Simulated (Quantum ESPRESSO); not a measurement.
# Moments of Co5Pd3 from a parallel start

Does Co5Pd3 keep a moment from a parallel start?

Main program and level: Quantum ESPRESSO 7.5; PBE; plane waves with GBRV 1.5 PBE potentials, no spin-orbit coupling.

**1. Set-up**

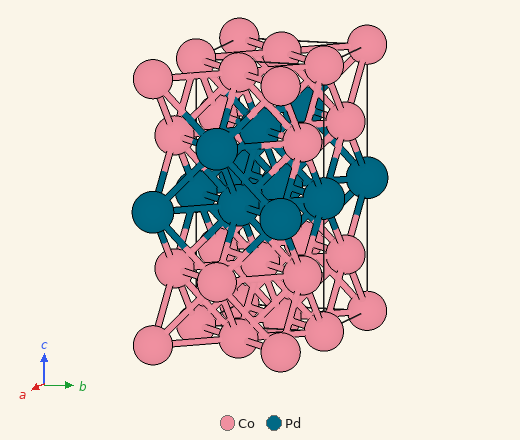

The cell as given, slightly off an axis (cobalt pink, palladium blue). 2×1×1 cells are drawn. Some periodic images of atoms are drawn too.

The cell was typed by rule, not taken from a database of measured structures.

**2. Run 1, typed as ferro +++++**

The signs are those of the starting moments on the seeded atoms, the atoms that are given a moment.

The input, pw.in:

```
&CONTROL
  calculation = 'scf'
  prefix = 'pwscf'
  outdir = './tmp'
  pseudo_dir = './pseudo'
  disk_io = 'nowf'
/
&SYSTEM
  ibrav = 0
  celldm(1) = 8
  nat = 8
  ntyp = 2
  ecutwfc = 40
  ecutrho = 280
  nbnd = 86
  occupations = 'smearing'
  smearing = 'fd'
  degauss = 0.00367493
  nspin = 2
  starting_magnetization(1) = 0.1
  starting_magnetization(2) = 0
/
&ELECTRONS
  conv_thr = 1.6d-08
  electron_maxstep = 150
  mixing_beta = 0.3
/
ATOMIC_SPECIES
Co     58.9332 co_pbe_v1.2.uspp.F.UPF
Pd    106.4200 pd_pbe_v1.4.uspp.F.UPF
CELL_PARAMETERS alat
   0.8679453036465    0.0000000000000    0.0000000000000
   0.0000000000000    0.8679453036465    0.0000000000000
   0.0000000000000    0.0000000000000    1.7358906072930
ATOMIC_POSITIONS crystal
Co      0.0000000000    0.0000000000    0.0000000000
Co      0.5000000000    0.5000000000    0.0000000000
Co      0.5000000000    0.0000000000    0.2500000000
Co      0.0000000000    0.5000000000    0.2500000000
Pd      0.0000000000    0.0000000000    0.5000000000
Pd      0.5000000000    0.5000000000    0.5000000000
Co      0.5000000000    0.0000000000    0.7500000000
Pd      0.0000000000    0.5000000000    0.7500000000
K_POINTS automatic
9 9 5 0 0 0
```

Command:

```sh
$ OMP_NUM_THREADS=1 mpirun -n 4 pw.x -nk 4 -in pw.in > pw.out
```

What it wrote:

```text
Program PWSCF v.7.5 starts

     Message from routine setup:
     using ibrav=0 with symmetry is DISCOURAGED, use correct ibrav instead

     K-points division:     npool     =       4
     Subspace diagonalization in iterative solution of the eigenvalue problem:

     G-vector sticks info
     --------------------
     sticks:   dense  smooth     PW     G-vecs:    dense   smooth      PW
     Sum        1085     609    185                53045    22919    3751

     Using Slab Decomposition

     bravais-lattice index     =            0
     lattice parameter (alat)  =       8.0000  a.u.
     unit-cell volume          =     669.5408 (a.u.)^3
     number of atoms/cell      =            8
     number of atomic types    =            2
     number of electrons       =       133.00
     number of Kohn-Sham states=           86
     kinetic-energy cutoff     =      40.0000  Ry
     charge density cutoff     =     280.0000  Ry
     scf convergence threshold =      1.6E-08
     mixing beta               =       0.3000
     number of iterations used =            8  plain     mixing
     Exchange-correlation=  SLA  PW   PBX  PBC
                           (   1   4   3   4   0   0   0)

     celldm(1)=   8.000000  celldm(2)=   0.000000  celldm(3)=   0.000000
     celldm(4)=   0.000000  celldm(5)=   0.000000  celldm(6)=   0.000000

     crystal axes: (cart. coord. in units of alat)
               a(1) = (   0.867945   0.000000   0.000000 )
               a(2) = (   0.000000   0.867945   0.000000 )
               a(3) = (   0.000000   0.000000   1.735891 )

     reciprocal axes: (cart. coord. in units 2 pi/alat)
               b(1) = (  1.152146  0.000000  0.000000 )
               b(2) = (  0.000000  1.152146  0.000000 )
               b(3) = (  0.000000  0.000000  0.576073 )

     PseudoPot. # 1 for Co read from file:
     co_pbe_v1.2.uspp.F.UPF
     Pseudo is Ultrasoft + core correction, Zval = 17.0
     Generated by new atomic code, or converted to UPF format
     Using radial grid of  863 points,  6 beta functions with:
                l(1) =   0
                l(2) =   0
                l(3) =   1
                l(4) =   1
                l(5) =   2
                l(6) =   2
     Q(r) pseudized with  8 coefficients,  rinner =    1.200   1.200   1.200
                                                       1.200   1.200

     PseudoPot. # 2 for Pd read from file:
     pd_pbe_v1.4.uspp.F.UPF
     Pseudo is Ultrasoft + core correction, Zval = 16.0
     Generated by new atomic code, or converted to UPF format
     Using radial grid of  887 points,  6 beta functions with:
                l(1) =   0
                l(2) =   0
                l(3) =   1
                l(4) =   1
                l(5) =   2
                l(6) =   2
     Q(r) pseudized with  8 coefficients,  rinner =    1.130   1.130   1.130
                                                       1.130   1.130

     atomic species   valence    mass     pseudopotential
     Co               17.00    58.93320     Co( 1.00)
     Pd               16.00   106.42000     Pd( 1.00)

     Starting magnetic structure
     atomic species   magnetization
     Co              0.100
     Pd              0.000

      8 Sym. Ops. (no inversion) found ( 4 have fractional translation)

   Cartesian axes

     site n.     atom                  positions (alat units)
         1        Co     tau(   1) = (   0.0000000   0.0000000   0.0000000  )
         2        Co     tau(   2) = (   0.4339727   0.4339727   0.0000000  )
         3        Co     tau(   3) = (   0.4339727   0.0000000   0.4339727  )
         4        Co     tau(   4) = (   0.0000000   0.4339727   0.4339727  )
         5        Pd     tau(   5) = (   0.0000000   0.0000000   0.8679453  )
         6        Pd     tau(   6) = (   0.4339727   0.4339727   0.8679453  )
         7        Co     tau(   7) = (   0.4339727   0.0000000   1.3019180  )
         8        Pd     tau(   8) = (   0.0000000   0.4339727   1.3019180  )

     number of k points=    45  Fermi-Dirac smearing, width (Ry)=  0.0037
                       cart. coord. in units 2pi/alat
        k(    1) = (   0.0000000   0.0000000   0.0000000), wk =   0.0024691
        k(    2) = (   0.0000000   0.0000000   0.1152146), wk =   0.0049383
        k(    3) = (   0.0000000   0.0000000   0.2304293), wk =   0.0049383
        k(    4) = (   0.0000000   0.1280163   0.0000000), wk =   0.0098765
        k(    5) = (   0.0000000   0.1280163   0.1152146), wk =   0.0197531
        [... 40 further k-points ...]

     Dense  grid:    53045 G-vectors     FFT dimensions: (  40,  40,  75)

     Smooth grid:    22919 G-vectors     FFT dimensions: (  30,  30,  60)

     Check: negative core charge=   -0.000030
     Generating pointlists ...
     new r_m :   0.2532 (alat units)  2.0253 (a.u.) for type    1
     new r_m :   0.2532 (alat units)  2.0253 (a.u.) for type    2

     Initial potential from superposition of free atoms

     starting charge     126.4999, renormalised to     133.0000

     negative rho (up, down):  1.193E-01 1.193E-01
     Starting wfcs are  101 randomized atomic wfcs

     Self-consistent Calculation

     iteration #  1     ecut=    40.00 Ry     beta= 0.30
     Davidson diagonalization with overlap
     ethr =  1.00E-02,  avg # of iterations =  2.6

     negative rho (up, down):  1.170E-01 1.171E-01

     total energy              =   -2067.61069373 Ry
     estimated scf accuracy    <      64.41335163 Ry

     total magnetization       =     3.87 Bohr mag/cell
     absolute magnetization    =     4.41 Bohr mag/cell

     iteration #  2     ecut=    40.00 Ry     beta= 0.30
     Davidson diagonalization with overlap
     ethr =  1.00E-02,  avg # of iterations =  5.1

     negative rho (up, down):  1.191E-01 1.192E-01

     total energy              =   -2067.43746953 Ry
     estimated scf accuracy    <     342.08288549 Ry

     total magnetization       =     3.47 Bohr mag/cell
     absolute magnetization    =     3.65 Bohr mag/cell

     iteration #  3     ecut=    40.00 Ry     beta= 0.30
     Davidson diagonalization with overlap
     ethr =  1.00E-02,  avg # of iterations =  4.5

     negative rho (up, down):  1.186E-01 1.188E-01

     total energy              =   -2084.54224476 Ry
     estimated scf accuracy    <      18.19468313 Ry

     total magnetization       =     3.39 Bohr mag/cell
     absolute magnetization    =     4.18 Bohr mag/cell

     [... further iterations left out ...]

     iteration # 24     ecut=    40.00 Ry     beta= 0.30
     Davidson diagonalization with overlap
     ethr =  1.46E-10,  avg # of iterations =  1.1

     negative rho (up, down):  1.207E-01 1.192E-01

     total energy              =   -2088.47968369 Ry
     estimated scf accuracy    <       0.00000011 Ry

     total magnetization       =    10.15 Bohr mag/cell
     absolute magnetization    =    11.19 Bohr mag/cell

     iteration # 25     ecut=    40.00 Ry     beta= 0.30
     Davidson diagonalization with overlap
     ethr =  8.36E-11,  avg # of iterations =  1.0

     negative rho (up, down):  1.207E-01 1.192E-01

     total energy              =   -2088.47968370 Ry
     estimated scf accuracy    <       0.00000003 Ry

     total magnetization       =    10.15 Bohr mag/cell
     absolute magnetization    =    11.19 Bohr mag/cell

     iteration # 26     ecut=    40.00 Ry     beta= 0.30
     Davidson diagonalization with overlap
     ethr =  2.44E-11,  avg # of iterations =  1.0

     negative rho (up, down):  1.207E-01 1.192E-01

     total energy              =   -2088.47968370 Ry
     estimated scf accuracy    <       0.00000002 Ry

     total magnetization       =    10.15 Bohr mag/cell
     absolute magnetization    =    11.19 Bohr mag/cell

     iteration # 27     ecut=    40.00 Ry     beta= 0.30
     Davidson diagonalization with overlap
     ethr =  1.24E-11,  avg # of iterations =  1.0

     negative rho (up, down):  1.207E-01 1.192E-01

     Magnetic moment per site  (integrated on atomic sphere of radius R)
     atom   1 (R=0.253)  charge= 15.7133  magn=  1.9259
     atom   2 (R=0.253)  charge= 15.7133  magn=  1.9259
     atom   3 (R=0.253)  charge= 15.7307  magn=  1.9176
     atom   4 (R=0.253)  charge= 15.7342  magn=  1.9166
     atom   5 (R=0.253)  charge= 14.1909  magn=  0.3393
     atom   6 (R=0.253)  charge= 14.1909  magn=  0.3393
     atom   7 (R=0.253)  charge= 15.7706  magn=  1.9040
     atom   8 (R=0.253)  charge= 14.1698  magn=  0.3360

     End of self-consistent calculation

     [... lines left out ...]
     the Fermi energy is    18.8540 ev

!    total energy              =   -2088.47968370 Ry
     estimated scf accuracy    <          2.6E-09 Ry
     smearing contrib. (-TS)   =      -0.00578859 Ry
     internal energy E=F+TS    =   -2088.47389511 Ry

     The total energy is F=E-TS. E is the sum of the following terms:
     one-electron contribution =    -934.03015490 Ry
     hartree contribution      =     563.24864897 Ry
     xc contribution           =    -257.61044906 Ry
     ewald contribution        =   -1460.08194013 Ry

     total magnetization       =    10.15 Bohr mag/cell
     absolute magnetization    =    11.19 Bohr mag/cell

     convergence has been achieved in  27 iterations

=------------------------------------------------------------------------------=
   JOB DONE.
=------------------------------------------------------------------------------=
```

The job ended after 4.4 min (4 MPI ranks of Intel Xeon at 2.70GHz, shared host; peak memory 0.86 GiB; 18 min of CPU time).

Spin moment in the atom's sphere by atom:

| atom | spin moment in the atom's sphere (μB) |
| --- | --- |
| Co1 | 1.93 |
| Co2 | 1.93 |
| Co3 | 1.92 |
| Co4 | 1.92 |
| Pd5 | 0.34 |
| Pd6 | 0.34 |
| Co7 | 1.90 |
| Pd8 | 0.34 |

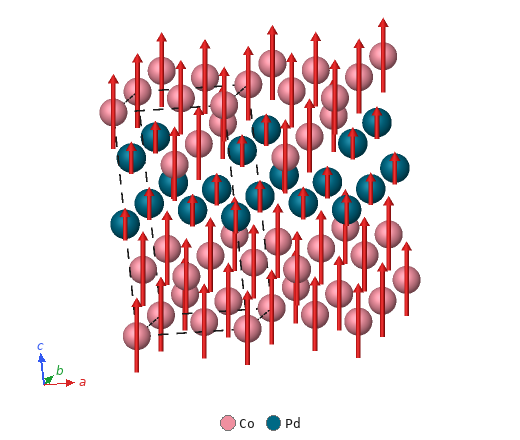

Spin moment in the atom's sphere as arrows, the longest 1.93 μB. Up and down stand for the sign. Arrows give size and sign along the axis of quantisation, drawn up and down the page. Each arrow also spans its atom, so small moments look longer than they are. 2×2×1 cells are drawn. Some periodic images of atoms are drawn too.

Read from the output:

```
smearing term TS       : 0.07876 eV
magnetization          : 10.15 μB
absolute magnetization : 11.19 μB
final state            : ferromagnetic
```

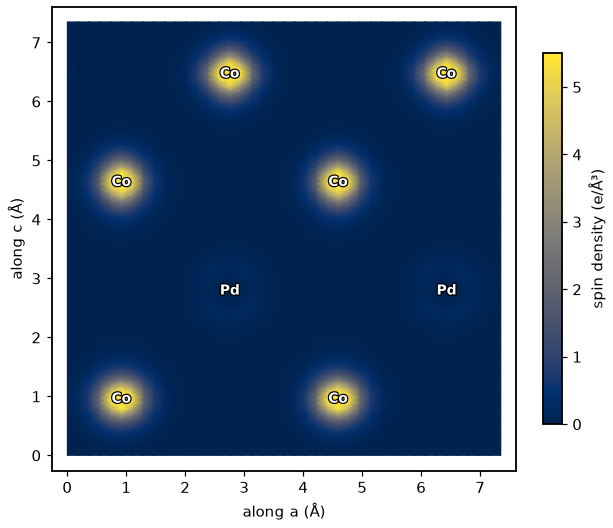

Spin density in the ac plane at fractional y = 0.000, with atoms of Co and Pd within 0.2 Å of it. The map starts off the cell's origin, so that atoms lie inside it.

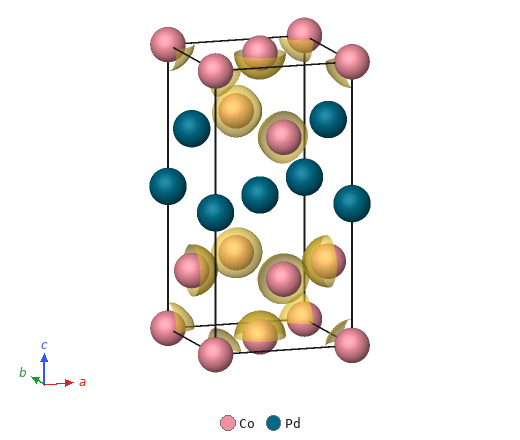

Surface of spin density = 0.35 e/Å³, which holds about 70 % of the integral of its size.

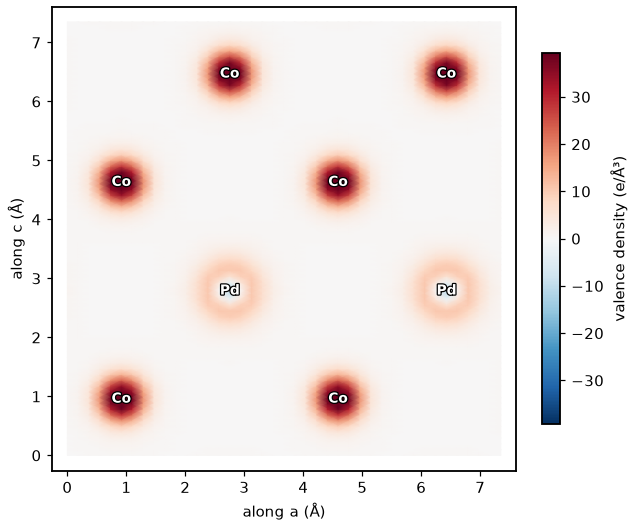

Valence density in the ac plane at fractional y = 0.000, with atoms of Co and Pd within 0.2 Å of it. It is the smooth field of the valence electrons, not physical close to the nuclei. The map starts off the cell's origin, so that atoms lie inside it.

**3. Start 2: no spin polarisation**

pw.in: that of step 2 with these lines changed.

```diff
@@ -14,3 +14,3 @@
   ecutrho = 280
-  nbnd = 86
+  nbnd = 82
   occupations = 'smearing'
@@ -18,5 +18,2 @@
   degauss = 0.00367493
-  nspin = 2
-  starting_magnetization(1) = 0.1
-  starting_magnetization(2) = 0
 /
```

What it wrote:

```text
[banner, memory and clock lines left out]
Program PWSCF v.7.5 starts

     Message from routine setup:
     using ibrav=0 with symmetry is DISCOURAGED, use correct ibrav instead

     bravais-lattice index     =            0
     lattice parameter (alat)  =       8.0000  a.u.
     unit-cell volume          =     669.5408 (a.u.)^3
     number of atoms/cell      =            8
     number of atomic types    =            2
     number of electrons       =       133.00
     number of Kohn-Sham states=           82
     kinetic-energy cutoff     =      40.0000  Ry
     charge density cutoff     =     280.0000  Ry
     scf convergence threshold =      1.6E-08
     mixing beta               =       0.3000
     number of iterations used =            8  plain     mixing
     Exchange-correlation=  SLA  PW   PBX  PBC
                           (   1   4   3   4   0   0   0)

     celldm(1)=   8.000000  celldm(2)=   0.000000  celldm(3)=   0.000000
     celldm(4)=   0.000000  celldm(5)=   0.000000  celldm(6)=   0.000000

     crystal axes: (cart. coord. in units of alat)
               a(1) = (   0.867945   0.000000   0.000000 )
               a(2) = (   0.000000   0.867945   0.000000 )
               a(3) = (   0.000000   0.000000   1.735891 )

     reciprocal axes: (cart. coord. in units 2 pi/alat)
               b(1) = (  1.152146  0.000000  0.000000 )
               b(2) = (  0.000000  1.152146  0.000000 )
               b(3) = (  0.000000  0.000000  0.576073 )

     PseudoPot. # 1 for Co read from file:
     co_pbe_v1.2.uspp.F.UPF
     Pseudo is Ultrasoft + core correction, Zval = 17.0

     PseudoPot. # 2 for Pd read from file:
     pd_pbe_v1.4.uspp.F.UPF
     Pseudo is Ultrasoft + core correction, Zval = 16.0

     atomic species   valence    mass     pseudopotential
     Co               17.00    58.93320     Co( 1.00)
     Pd               16.00   106.42000     Pd( 1.00)

      8 Sym. Ops. (no inversion) found ( 4 have fractional translation)

   Cartesian axes

     site n.     atom                  positions (alat units)
         1        Co     tau(   1) = (   0.0000000   0.0000000   0.0000000  )
         2        Co     tau(   2) = (   0.4339727   0.4339727   0.0000000  )
         3        Co     tau(   3) = (   0.4339727   0.0000000   0.4339727  )
         4        Co     tau(   4) = (   0.0000000   0.4339727   0.4339727  )
         5        Pd     tau(   5) = (   0.0000000   0.0000000   0.8679453  )
         6        Pd     tau(   6) = (   0.4339727   0.4339727   0.8679453  )
         7        Co     tau(   7) = (   0.4339727   0.0000000   1.3019180  )
         8        Pd     tau(   8) = (   0.0000000   0.4339727   1.3019180  )

     number of k points=    45  Fermi-Dirac smearing, width (Ry)=  0.0037
                       cart. coord. in units 2pi/alat
        k(    1) = (   0.0000000   0.0000000   0.0000000), wk =   0.0049383
        k(    2) = (   0.0000000   0.0000000   0.1152146), wk =   0.0098765
        k(    3) = (   0.0000000   0.0000000   0.2304293), wk =   0.0098765
        k(    4) = (   0.0000000   0.1280163   0.0000000), wk =   0.0197531
        k(    5) = (   0.0000000   0.1280163   0.1152146), wk =   0.0395062
        [... 40 further k-points ...]

     Dense  grid:    53045 G-vectors     FFT dimensions: (  40,  40,  75)

     Smooth grid:    22919 G-vectors     FFT dimensions: (  30,  30,  60)

     Check: negative core charge=   -0.000030

     Initial potential from superposition of free atoms

     starting charge     126.4999, renormalised to     133.0000

     negative rho (up, down):  2.387E-01 0.000E+00
     Starting wfcs are  101 randomized atomic wfcs

     Self-consistent Calculation

     iteration #  1     ecut=    40.00 Ry     beta= 0.30
     Davidson diagonalization with overlap
     ethr =  1.00E-02,  avg # of iterations =  2.1

     negative rho (up, down):  2.341E-01 0.000E+00

     total energy              =   -2066.32220204 Ry
     estimated scf accuracy    <      66.89098190 Ry

     iteration #  2     ecut=    40.00 Ry     beta= 0.30
     Davidson diagonalization with overlap
     ethr =  1.00E-02,  avg # of iterations =  5.6

     negative rho (up, down):  2.383E-01 0.000E+00

     total energy              =   -2065.22478661 Ry
     estimated scf accuracy    <     388.72441431 Ry

     [... further iterations left out ...]

     iteration # 19     ecut=    40.00 Ry     beta= 0.30
     Davidson diagonalization with overlap
     ethr =  7.40E-10,  avg # of iterations =  1.0

     negative rho (up, down):  2.400E-01 0.000E+00

     total energy              =   -2088.33030367 Ry
     estimated scf accuracy    <       0.00000008 Ry

     iteration # 20     ecut=    40.00 Ry     beta= 0.30
     Davidson diagonalization with overlap
     ethr =  6.15E-11,  avg # of iterations =  1.1

     negative rho (up, down):  2.400E-01 0.000E+00

     End of self-consistent calculation

     [... lines left out ...]
     the Fermi energy is    18.5878 ev

!    total energy              =   -2088.33030366 Ry
     estimated scf accuracy    <       0.00000002 Ry
     smearing contrib. (-TS)   =      -0.01385978 Ry
     internal energy E=F+TS    =   -2088.31644388 Ry

     The total energy is F=E-TS. E is the sum of the following terms:
     one-electron contribution =    -934.36830735 Ry
     hartree contribution      =     563.27012027 Ry
     xc contribution           =    -257.13631667 Ry
     ewald contribution        =   -1460.08194013 Ry

     convergence has been achieved in  20 iterations
```

It took 1.9 min on 4 MPI ranks; peak memory 0.65 GiB.

Read from the output:

| Quantity | Value |
| --- | --- |
| smearing term TS | 0.1886 eV |
| final state | non-magnetic (no spin polarisation) |

**4. The states side by side**

An order is kept where moments of 0.15 μB or more survive with the typed signs; meshes match where a doubled cell samples the same k points as the first cell.

Orders:

| start | final state | typed order kept | energy over the lowest (meV a seeded atom) | largest site moment (μB) | net moment (μB a cell of the first run) | mesh matched | CPU time (s) |
| --- | --- | --- | --- | --- | --- | --- | --- |
| ferro +++++ | ferromagnetic | yes | 0 | 1.926 | 10.15 | yes | 1059 |
| no spin polarisation | non-magnetic | - | 406.5 | 0 | 0 | yes | 446.9 |

**5. Outcome**

```
state found           : ferromagnetic (from ferro +++++)
largest site moment   : 1.93 μB
state without moments : 406 meV a seeded atom higher
```

No opposed start was run, so this says nothing of the order that the crystal takes. The cell was built by rule and the atoms were not relaxed, which can move these energies.

[Logs and program files are shortened in this print: banners, set-up blocks, solver, clock and traceback lines can be left out without a mark of their own.]

[Logs are printed without paths, hosts, clocks, repeated set-up lines and the standing remarks that a program may print on its own settings, such as how far it seeks lower states.]

[Hosts, paths, dates, database ids (printed as entryN), source tags and the programs' standing remarks are cut or masked in the printed files.]

[Where a cell is said to come from a database of computed structures, the database is the Materials Project.]
